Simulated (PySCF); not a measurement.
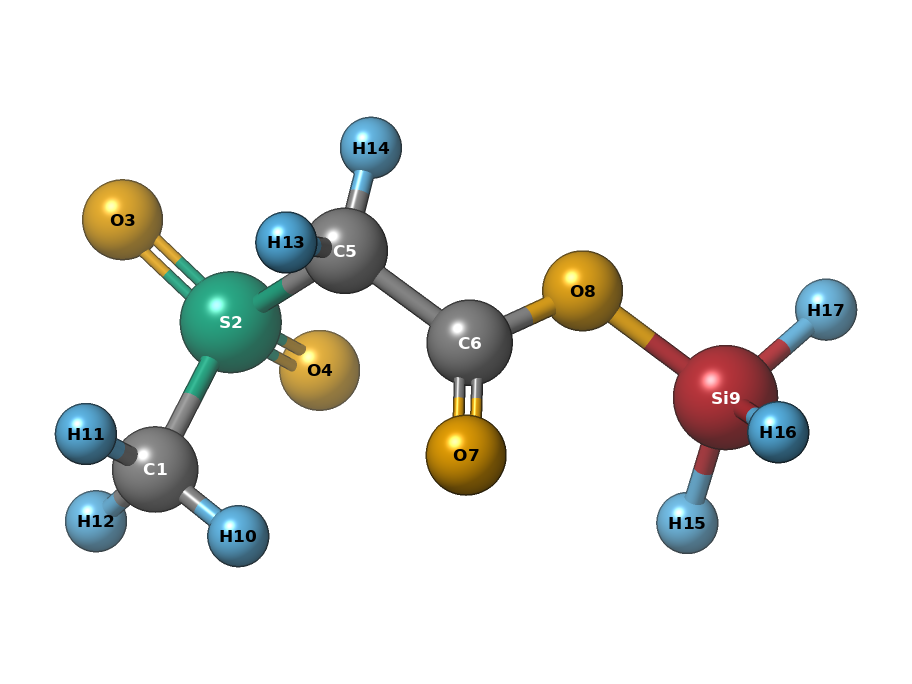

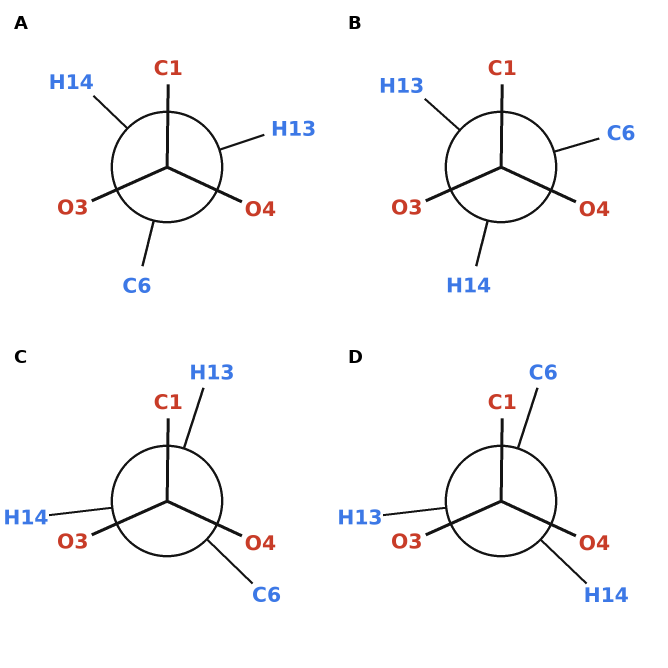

Distant atoms are faded towards the background colour. Bonds that would overlap in a projection are set slightly apart. Computed geometry: PBE0-D3(BJ)/def2-SVP optimisation. No frequency run is at hand to confirm it as a minimum.

Which Newman projection shows the view along S2–C5, with S2 in front?

B. The torsion angle O3–S2–C5–C6 is −172°, antiperiplanar (anti).
